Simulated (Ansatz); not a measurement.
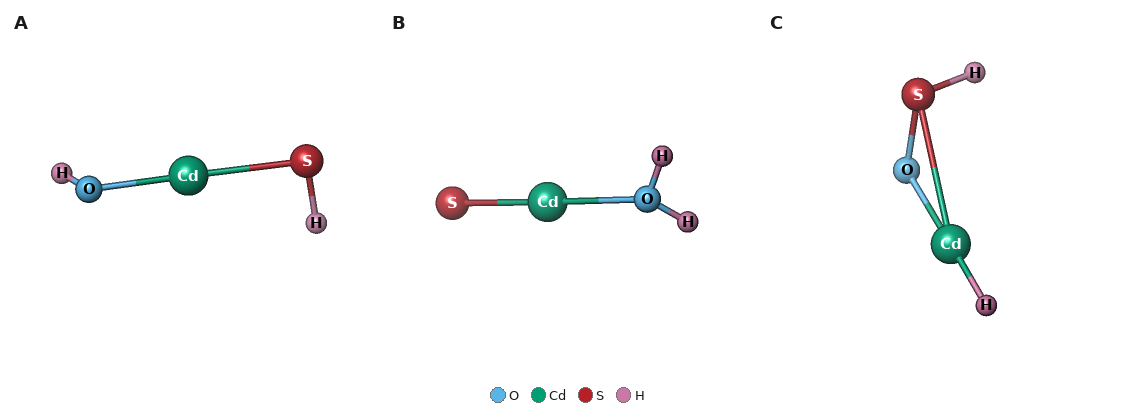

3 stationary structures of one formula. Geometries: PBE0-D4/def2-TZVP. Electronic energies: RHF-CCSD(T) (frozen core)/def2-TZVPP (Ansatz 0.2.0), without zero-point energy. No frequency run is at hand to confirm each as a minimum.

Which structure is the most stable?

A is lowest; B lies 1.233 eV above it, C lies 2.043 eV above it (C1).
